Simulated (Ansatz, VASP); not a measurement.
# AgCl: VASP beside Ansatz, part 2 of 2

Aim: how closely do two programs agree when they are given the same cell, functional and k mesh? The cell is taken from a series of VASP runs on this material, whose earlier steps may have relaxed, scaled or displaced it; both programs get it as it stands. Valence electrons are named where the data sets of a main pair hold unlike numbers.

VASP 6.6.1 and Ansatz 0.2.0.

So far: Set-up; VASP: band structure, HSE06, spin-orbit coupling.

### Step 3. Ansatz: band structure, HSE06, spin-orbit coupling

Level of this step: Ansatz beside VASP: Kohn-Sham DFT, plane waves, HSE06, spin-orbit coupling (Ansatz).

Ansatz runs on its fully relativistic PAW (standard-fr) files.

The same cell, functional, mesh and smearing now go to Ansatz, which takes its cutoff from its data sets.

Contents of input.yaml:

```yaml
crystal:
  lattice:
    - [0.0, 2.7726629968, 2.7726629968]
    - [2.7726629968, 0.0, 2.7726629968]
    - [2.7726629968, 2.7726629968, 0.0]
  atoms:
    - { symbol: Ag, position: [0.0, 0.0, 0.0] }
    - { symbol: Cl, position: [0.5, 0.5, 0.5] }
hamiltonian:
  xc: { exchange: pbe, correlation: pbe, exx: { coeff: 0.25, omega: 0.2 } }
  pseudopotentials: { kind: paw_fr }
magnetization:
  noncollinear: true
  spin_orbit: true
kpoints:
  mp_grid: { grid: [4, 4, 4] }
  band_path:
    path:
      - [0.0, 0.0, 0.0]
      - [0.5, 0.0, 0.5]
      - [0.5, 0.22222, 0.72222]
      - [0.40278, 0.34722, 0.75]
      - [0.125, 0.125, 0.25]
      - [0.27778, 0.27778, 0.27778]
      - [0.5, 0.5, 0.5]
      - [0.55556, 0.38889, 0.55556]
      - [0.58333, 0.25, 0.66667]
      - [0.5, 0.30556, 0.69444]
      - [0.48611, 0.48611, 0.52778]
      - [0.625, 0.25, 0.625]
      - [0.5, 0.0, 0.5]
    npoints: 1
scf:
  occupations: { method: gaussian, width: 0.03 }
  n_extra_bands: 14
output:
  forces: true
  stress: true
  eigenvalues: true
```

Run with:

```console
> ansatz run input.yaml --threads 4 --pin off --max-ram 9216MiB --backend cpu --events-out ev --progress --plain --runs-dir out
```

Numbers of over 12 decimals in the logs are rounded to 6 here.

What it wrote:

```text
Warning: output.stress: scf.convergence.dr2_threshold = 1e-7 eV (the SCF's general default) is looser than the 2e-10 eV advised for a printed stress (1e-10 eV for each atom of the cell: 2). What an SCF threshold leaves in a stress goes as its square root, and in the free energy as the threshold itself, and one threshold admits the most on a small cell: [figures from the program's tests cut] Set scf.convergence.dr2_threshold to 2e-10 eV or tighter. The threshold is an SCF's pass mark: one that does not reach it within its budget of iterations ends unconverged, or closes short of it on a stop that the run arms, and scf.convergence.dr2_threshold's page says what that costs each kind of run
Warning: output.stress: scf.exx.energy_threshold = 1e-6 eV is looser than the 2e-8 eV advised for a stress under a hybrid functional (1e-8 eV for each atom of the cell: 2). Every SCF of the exchange loop can meet its threshold on dr2 while the loop round them stops early: no threshold on dr2 bounds what that leaves in the stress. Set scf.exx.energy_threshold to 2e-8 eV or tighter. The threshold is the loop's pass mark: a loop that does not reach it within its budget of cycles ends unconverged, and scf.exx.energy_threshold's page has the law
scf.n_extra_bands = 14 over 26 filled bands (N_el = 26.0): the run solves 40 bands
Engine: ansatz 0.2.0, x86_64-unknown-linux-gnu
Pseudopotentials: kind: paw_fr
Pseudopotential: Ag, paw_fr, valence charge 19, recommended cutoff 420 eV (normal), Ag.paw.azcp#standard-fr
Pseudopotential: Cl, paw_fr, valence charge 7, recommended cutoff 420 eV (normal), Cl.paw.azcp#standard-fr
Functional definition: unnamed
  parameter a_1 = 0.25
  parameter omega_1 = 0.2/angstrom
  exchange = pbe_x + (-a_1)*pbe_x_sr(omega_1) + a_1*exact_x_sr(omega_1)
  correlation = pbe_c
non-collinear run that drives no moment, with spin-orbit: no starting moment large enough to seed its density (crystal.atoms[].spin), no starting occupations that ask for one, no magnetisation constraint and no magnetic field, so the semilocal B_xc is pinned to zero
Crystal: 2 atoms, lattice volume = 42.631 Å³
Basis set: ecut = 420 eV, 869 PW (Γ), exchange–correlation on 54×54×54 points (8 copies of the dense FFT grid, shifted against one another)
Bands: 40, of which v1, the nominal top of the filled ones, is band 26 counted from 1 (25 counted from 0)
Symmetry: 48 space group operations + 48 with time reversal
Magnetic group: BNS 225.117 (UNI 1619), of the structure as read, at distance tolerance 3.5e-5 Å
k-points: 8 of 64
Projection manifold: j_resolved (fully-relativistic pseudo-atomic orbitals)
Non-local potential: Ag, projectors of the file, l = 0: 3, l = 1: 4, l = 2: 4, l = 3: 2
Non-local potential: Cl, projectors of the file, l = 0: 2, l = 1: 4, l = 2: 4
PAW form: soft (Blöchl's): semilocal exchange-correlation on the pseudo side does not see the compensation charge
PAW frozen core: Ag, regenerated for the run's functional, and the local potential with it (the file was generated under x = pbe(κ = 0.804, μ = 0.219515), c = pbe(β = 0.066725))
PAW frozen core: Cl, regenerated for the run's functional, and the local potential with it (the file was generated under x = pbe(κ = 0.804, μ = 0.219515), c = pbe(β = 0.066725))
PAW one-centre angular grid: Ag, 590 points (default); XC on 96 Gauss nodes
PAW one-centre angular grid: Cl, 110 points (default); XC on 64 Gauss nodes
Initial density: superposition of atomic densities (chi_scale 0.1, normalization cell, long waves kept (reshape's long-wave potential 0.00 eV rms))
Initial wavefunctions: pseudopotential atomic-orbital guess
Functional: x = pbe(κ = 0.804, μ = 0.219515), c = pbe(β = 0.066725), warm-up for x = pbe(κ = 0.804, μ = 0.219515) + 0.25 (exact − pbe) at short range (hse, ω = 0.2 Å⁻¹), c = pbe(β = 0.066725)
SCF iter   1: F=—  HF=-8673.846718 eV  |F-HF|=—  |Δ(HF+E_count)|=         —  Δρ=6.10e-2  dr2=1.96e0  dr2_m=0.00e0 (ungated)  ethr=1.00e-1  |M|=0.00e0 ∫|m|=0.00e0 μB  |m|>n=0.0e0 m-floor=0.0e0 τ_xc=0.0e0  β_m=0.30  ⟨swp⟩=6.5  Hψ=1104  notcnv=0
preconditioner: auto → none  [insulator: Δε(μ)=1.051 eV  Ē_g=14.390 eV  σ=0.030 eV  W_gap=1.00  n_scr=14 (ndim 8)  ℏωp=24.1 eV  f_vac=0.013  D(μ)=0.00/eV (n_scr^D=0)]
iter 2 solved again at ethr=1.95e-4 eV; its pass at ethr=7.54e-3 eV (dr2=5.07e-2 eV) is discarded
SCF iter   2: F=—  HF=-8673.234782 eV  |F-HF|=—  |Δ(HF+E_count)|=   6.12e-1  Δρ=1.30e-2  dr2=5.07e-2  dr2_m=0.00e0 (ungated)  ethr=1.95e-4  |M|=0.00e0 ∫|m|=0.00e0 μB  |m|>n=0.0e0 m-floor=0.0e0 τ_xc=0.0e0  β_m=0.32  ⟨swp⟩=2.9  Hψ=1482  notcnv=0  defer=2
SCF iter   3: F=—  HF=-8673.225942 eV  |F-HF|=—  |Δ(HF+E_count)|=   8.84e-3  Δρ=7.95e-3  dr2=7.96e-3  dr2_m=0.00e0 (ungated)  ethr=1.95e-4  |M|=0.00e0 ∫|m|=0.00e0 μB  |m|>n=0.0e0 m-floor=0.0e0 τ_xc=0.0e0  β_m=0.60  ⟨swp⟩=3.4  Hψ=796  notcnv=0  defer=2
SCF iter   4: F=—  HF=-8673.228248 eV  |F-HF|=—  |Δ(HF+E_count)|=   2.31e-3  Δρ=8.90e-4  dr2=1.68e-4  dr2_m=0.00e0 (ungated)  ethr=3.06e-5  |M|=0.00e0 ∫|m|=0.00e0 μB  |m|>n=0.0e0 m-floor=0.0e0 τ_xc=0.0e0  β_m=0.64  ⟨swp⟩=3.1  Hψ=708  notcnv=0  defer=4
[...]
Frozen-core exchange: fock
SCF iter   1: F=—  HF=-8674.045099 eV  |F-HF|=—  |Δ(HF+E_count)|=         —  Δρ=9.31e-3  dr2=3.84e-2  dr2_m=0.00e0 (ungated)  ethr=2.29e-7  |M|=0.00e0 ∫|m|=0.00e0 μB  |m|>n=0.0e0 m-floor=0.0e0 τ_xc=0.0e0  β_m=0.30  ⟨swp⟩=6.8  Hψ=1538  notcnv=0
preconditioner: auto → none  [insulator: Δε(μ)=2.418 eV  Ē_g=15.891 eV  σ=0.030 eV  W_gap=1.00  n_scr=14 (ndim 8)  ℏωp=24.1 eV  f_vac=0.036  D(μ)=0.00/eV (n_scr^D=0)]
SCF iter   2: F=—  HF=-8674.034487 eV  |F-HF|=—  |Δ(HF+E_count)|=   1.06e-2  Δρ=3.15e-3  dr2=4.28e-3  dr2_m=0.00e0 (ungated)  ethr=2.29e-7  |M|=0.00e0 ∫|m|=0.00e0 μB  |m|>n=0.0e0 m-floor=0.0e0 τ_xc=0.0e0  β_m=0.42  ⟨swp⟩=4.8  Hψ=1042  notcnv=0
SCF iter   3: F=—  HF=-8674.042236 eV  |F-HF|=—  |Δ(HF+E_count)|=   7.75e-3  Δρ=1.68e-3  dr2=1.04e-3  dr2_m=0.00e0 (ungated)  ethr=2.29e-7  |M|=0.00e0 ∫|m|=0.00e0 μB  |m|>n=0.0e0 m-floor=0.0e0 τ_xc=0.0e0  β_m=0.42  ⟨swp⟩=4.1  Hψ=952  notcnv=0
SCF iter   4: F=—  HF=-8674.042102 eV  |F-HF|=—  |Δ(HF+E_count)|=   1.33e-4  Δρ=5.18e-4  dr2=5.75e-5  dr2_m=0.00e0 (ungated)  ethr=2.29e-7  |M|=0.00e0 ∫|m|=0.00e0 μB  |m|>n=0.0e0 m-floor=0.0e0 τ_xc=0.0e0  β_m=0.63  ⟨swp⟩=3.4  Hψ=756  notcnv=0
SCF iter   5: F=—  HF=-8674.042198 eV  |F-HF|=—  |Δ(HF+E_count)|=   9.56e-5  Δρ=1.22e-4  dr2=9.48e-6  dr2_m=0.00e0 (ungated)  ethr=2.01e-7  |M|=0.00e0 ∫|m|=0.00e0 μB  |m|>n=0.0e0 m-floor=0.0e0 τ_xc=0.0e0  β_m=0.63  ⟨swp⟩=3.1  Hψ=676  notcnv=0
SCF iter   6: F=-8674.042194 eV  HF=-8674.042195 eV  |F-HF|=4.82e-7  |Δ(HF+E_count)|=   3.03e-6  Δρ=3.23e-5  dr2=1.04e-6  dr2_m=0.00e0 (ungated)  ethr=3.45e-8  |M|=0.00e0 ∫|m|=0.00e0 μB  |m|>n=0.0e0 m-floor=0.0e0 τ_xc=0.0e0  ⟨swp⟩=3.1  Hψ=602  notcnv=0
SCF 2 stopped early in 6 iterations: F = -8674.042194 eV  dr2 = 1.04e-6
  greatest PAW one-centre occupation: 1.000 electrons in one spin orbital (limit 2), on the Ag atom at site 0 (counted from 0), in its partial waves of l = 1
hybrid outer 1: dexx = +8.660e-3 eV, tail = 1.70e-5 eV
Projection manifold: j_resolved (fully-relativistic pseudo-atomic orbitals)
Exchange kernel: α = 0.2500, screened, ω = 0.2000 Å⁻¹, Wigner–Seitz truncation, v(0) = 1098.9144 eV·Å³, q-mesh 4×4×4, nearest image of the exchange supercell L = 15.68 Å, pair-density grid 15×15×15, without the augmentation charges, whose exchange is taken in its separable form by FFT convolution over the k-point mesh (sized by the pseudopotential files, 24×24×24 at the most), smooth part of the exact exchange by density-matrix convolution
Frozen-core exchange: fock
SCF iter   1: F=—  HF=-8674.042248 eV  |F-HF|=—  |Δ(HF+E_count)|=         —  Δρ=4.69e-5  dr2=3.82e-7  dr2_m=0.00e0 (ungated)  ethr=3.28e-7  |M|=0.00e0 ∫|m|=0.00e0 μB  |m|>n=0.0e0 m-floor=0.0e0 τ_xc=0.0e0  β_m=0.30  ⟨swp⟩=4.5  Hψ=846  notcnv=0
preconditioner: auto → none  [insulator: Δε(μ)=2.403 eV  Ē_g=15.802 eV  σ=0.030 eV  W_gap=1.00  n_scr=14 (ndim 8)  ℏωp=24.1 eV  f_vac=0.039  D(μ)=0.00/eV (n_scr^D=0)]
SCF iter   2: F=—  HF=-8674.042248 eV  |F-HF|=—  |Δ(HF+E_count)|=   1.16e-7  Δρ=2.69e-5  dr2=7.34e-8  dr2_m=0.00e0 (ungated)  ethr=1.19e-9  |M|=0.00e0 ∫|m|=0.00e0 μB  |m|>n=0.0e0 m-floor=0.0e0 τ_xc=0.0e0  β_m=0.61  ⟨swp⟩=3.0  Hψ=648  notcnv=0
SCF iter   3: F=-8674.042248 eV  HF=-8674.042248 eV  |F-HF|=2.39e-9  |Δ(HF+E_count)|=   5.50e-8  Δρ=4.43e-6  dr2=1.22e-8  dr2_m=0.00e0 (ungated)  ethr=2.62e-10  |M|=0.00e0 ∫|m|=0.00e0 μB  |m|>n=0.0e0 m-floor=0.0e0 τ_xc=0.0e0  ⟨swp⟩=3.0  Hψ=624  notcnv=0
SCF 3 converged in 3 iterations: F = -8674.042248 eV  dr2 = 1.22e-8
  Residual-converged pass: ⟨swp⟩=2.1  Hψ=510  notcnv=0  max |occ|·‖R‖ = 2.4e-6 eV (tolerance 2.4e-6 eV)  dr2=1.25e-8  dr2_m=0.00e0 (ungated)  dr2_onsite=2.91e-10  max |Δocc| = 0.0e0
hybrid outer 2: dexx = +1.827e-7 eV, tail = 3.72e-8 eV, Δε = 2.79e-3 eV (about 1.36e-4 eV left of the loop's levels)
NSCF: frozen V_eff on 13 k-points
hybrid SCF converged: 2 outer / 9 inner (+5 warm-up), last move |dexx| = 1.83e-7 eV, tail = 3.72e-8 eV
Magnetization: |M| = 0.0000 μB,  M = (+0.0000, +0.0000, +0.0000) μB
Absolute magnetization: 0.0000 μB (∫|m|)
  site 0: m = (+0.0000, +0.0000, +0.0000) μB, |m| = 0.0000 μB  (R = 1.14 Å)
  site 1: m = (+0.0000, +0.0000, +0.0000) μB, |m| = 0.0000 μB  (R = 1.14 Å)
Free energy (F): -8674.042248 eV
Frozen-core exchange: fock
Harris-Foulkes:  -8674.042248 eV  (|F-HF|=2.39e-9)
Internal energy: -8674.042248 eV  (E = F + TS)
E sigma→0 (E₀):  -8674.042248 eV
Fermi energy:    8.307122 eV
--- Per-component energies (eV) ---
  E_band       = -417.581043
  E_kinetic    = 690.946188
  E_local      = -3215.880520  (includes V_loc(G=0)·N_el)
  E_nonlocal   = 112.390466
  E_hartree    = 1414.658133
  E_xc         = -231.708900
  E_vxc        = -280.820103  (∫ρ·V_xc dr)
  E_exx        = -96.032025  (= α·E_x^exact, valence–valence)
  E_paw        = -4530.734518  (= ΣΔE_a)
  E_vpaw       = -361.472892  (= ΣTr[D̂ρ^β])
  E_aug_tail   = 0.000408  (compensation charges beyond the density's cutoff)
  E_ewald      = -2817.000242
  E_core_change = -0.681232  (= ΣΔE_core)
  E_smearing   = -0.000000  (= −TS)
  E_closure    = -0.000006  (closes the sum)
  Σ components = -8674.042248   (vs F -8674.042248, Δ=1.82e-12)
--- Forces (eV/Å), atoms counted from 1 ---
  atom   1  Ag     0.00000000     0.00000000     0.00000000
  atom   2  Cl    -0.00000000    -0.00000000     0.00000000
  max |Σ_I F_I| component: 6.73e-29 eV/Å
--- Stress (GPa, compression-positive) ---
        1.503335       0.000000       0.000000
        0.000000       1.503335       0.000000
       -0.000000      -0.000000       1.503335
  P = ⅓ Tr σ = 1.5033 GPa (15.033 kbar)
--- Band table (eV; the first three rows and the last of 8) ---
  k-point 0: bands = [... 22 lower, 4.8989, 4.8989, 4.8989, 4.8989, 9.5083, 9.5083, 19.4191, 19.4191, ... 10 higher]
  k-point 1: bands = [... 22 lower, 6.2456, 6.2456, 6.2655, 6.2655, 11.5507, 11.5507, 16.4888, 16.4888, ... 10 higher]
  k-point 2: bands = [... 22 lower, 7.0730, 7.0730, 7.1054, 7.1054, 12.7248, 12.7248, 15.5800, 15.5800, ... 10 higher]
  k-point 7: bands = [... 22 lower, 4.9562, 4.9562, 5.8366, 5.8366, 12.9734, 12.9734, 16.4747, 16.4747, ... 10 higher]
```

It took 61 s on 4 threads of Intel Xeon Platinum 8375C at 2.90GHz (Ice Lake), shared host; peak memory 0.96 GiB.

Reading the cycles: dr2 is the Hartree energy of the density residual (eV), the measure of convergence; HF is the Harris–Foulkes estimate of the energy, which meets the free energy F at convergence.

### Step 4. Differences

Known differences besides the potentials themselves: spin-orbit coupling enters by fully relativistic files in Ansatz and inside the spheres in VASP; exact exchange at q = 0 is treated differently, which shows on coarse meshes; VASP keeps PBE cores, Ansatz makes them for the functional; the data sets hold 26 valence electrons in Ansatz (on its fully relativistic PAW (standard-fr) files) and 18 in VASP; the cutoff is 420 eV in Ansatz and 350 eV in VASP; VASP takes a coarser grid for exact exchange (PRECFOCK = Fast). Total energies have different zeros and are not compared.

Both answers:

```csv
quantity,Ansatz,VASP,difference
gap over the path points (eV),2.403,2.379,+0.024
```

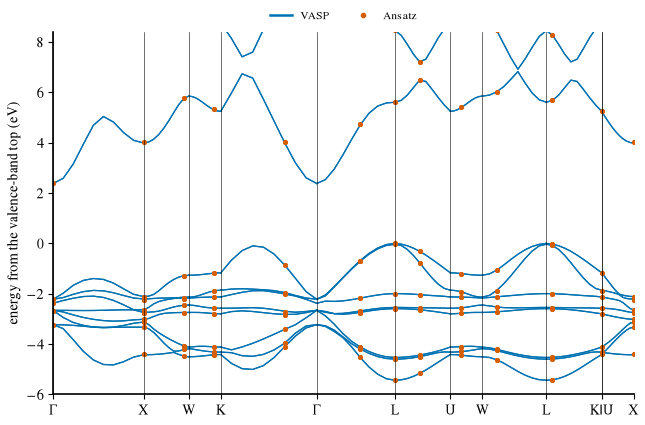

Bands from VASP (lines) and levels from Ansatz (dots). Dots without a line are higher empty bands that the VASP plot leaves out.

Levels at points of the path, from each program's valence-band top (eV; 8 filled, then empty):

```
k (reciprocal lattice)                                                                             Ansatz                                                                               VASP
     0.000 0.000 0.000  -2.68 -2.68 -2.37 -2.37 -2.21 -2.21 -2.21 -2.21 2.40 2.40 12.31 12.31 12.31 12.31  -2.66 -2.66 -2.38 -2.38 -2.22 -2.22 -2.22 -2.22 2.38 2.38 12.41 12.41 12.41 12.41
     0.500 0.000 0.500    -2.75 -2.75 -2.66 -2.66 -2.23 -2.23 -2.13 -2.13 4.01 4.01 9.36 9.36 10.33 10.33    -2.74 -2.74 -2.64 -2.64 -2.21 -2.21 -2.11 -2.11 3.99 3.99 9.39 9.39 10.32 10.32
     0.500 0.222 0.722      -2.46 -2.46 -2.19 -2.19 -2.15 -2.15 -1.29 -1.29 5.77 5.77 9.32 9.32 9.51 9.51      -2.46 -2.46 -2.17 -2.17 -2.14 -2.14 -1.28 -1.28 5.76 5.76 9.33 9.33 9.51 9.51
     0.403 0.347 0.750      -2.58 -2.58 -2.15 -2.15 -1.90 -1.90 -1.19 -1.19 5.33 5.33 8.78 8.78 9.71 9.71      -2.57 -2.57 -2.13 -2.13 -1.89 -1.89 -1.18 -1.18 5.31 5.31 8.78 8.78 9.71 9.71
     0.125 0.125 0.250  -2.71 -2.71 -2.02 -2.02 -1.95 -1.95 -0.86 -0.86 4.02 4.02 10.28 10.28 10.56 10.56  -2.70 -2.70 -2.01 -2.01 -1.96 -1.96 -0.86 -0.86 3.99 3.99 10.31 10.31 10.59 10.59
     0.278 0.278 0.278    -2.70 -2.70 -2.19 -2.19 -0.70 -0.70 -0.68 -0.68 4.72 4.72 9.11 9.11 10.40 10.40    -2.69 -2.69 -2.17 -2.17 -0.71 -0.71 -0.68 -0.68 4.71 4.71 9.12 9.12 10.44 10.44
     0.500 0.500 0.500        -2.56 -2.56 -2.01 -2.01 -0.03 -0.03 0.00 0.00 5.62 5.62 8.47 8.47 9.12 9.12        -2.54 -2.54 -2.00 -2.00 -0.03 -0.03 0.00 0.00 5.61 5.61 8.45 8.45 9.15 9.15
     0.556 0.389 0.556      -2.57 -2.57 -2.05 -2.05 -0.77 -0.77 -0.32 -0.32 6.49 6.49 7.22 7.22 9.69 9.69      -2.56 -2.56 -2.04 -2.04 -0.77 -0.77 -0.32 -0.32 6.49 6.49 7.21 7.21 9.70 9.70
     0.583 0.250 0.667      -2.57 -2.57 -2.15 -2.15 -1.94 -1.94 -1.20 -1.20 5.41 5.41 8.81 8.81 9.68 9.68      -2.56 -2.56 -2.13 -2.13 -1.92 -1.92 -1.20 -1.20 5.39 5.39 8.82 8.82 9.68 9.68
     0.500 0.306 0.694      -2.54 -2.54 -2.14 -2.14 -1.88 -1.88 -1.07 -1.07 6.03 6.03 8.47 8.47 9.48 9.48      -2.53 -2.53 -2.12 -2.12 -1.87 -1.87 -1.07 -1.07 6.02 6.02 8.47 8.47 9.49 9.49
```

Among the levels compared at these points, filled levels agree within 20 meV and empty ones within 99 meV.

### Step 5. Outcome

```
largest difference of a filled level at the path points (band structure, HSE06, spin-orbit coupling) : 20 meV
```

**Reading.** The largest difference of a filled level at the path points is 20 meV (band structure, HSE06, spin-orbit coupling), within the 80 meV picked in this series as the mark of a large difference. The data sets hold unlike numbers of valence electrons (26 in Ansatz and 18 in VASP), so part of the differences comes from the potentials. How closely two codes agree says nothing of how well the functional describes the real material.

[Lines on the potential files, build, host, timing and source positions are cut from VASP's logs without a mark.]

[Logs are printed without paths, hosts, clocks, repeated set-up lines and the standing remarks that a program may print on its own settings, such as how far it seeks lower states.]

[Hosts, paths, dates, database ids (printed as entryN), source tags and the programs' standing remarks are cut or masked in the printed files.]
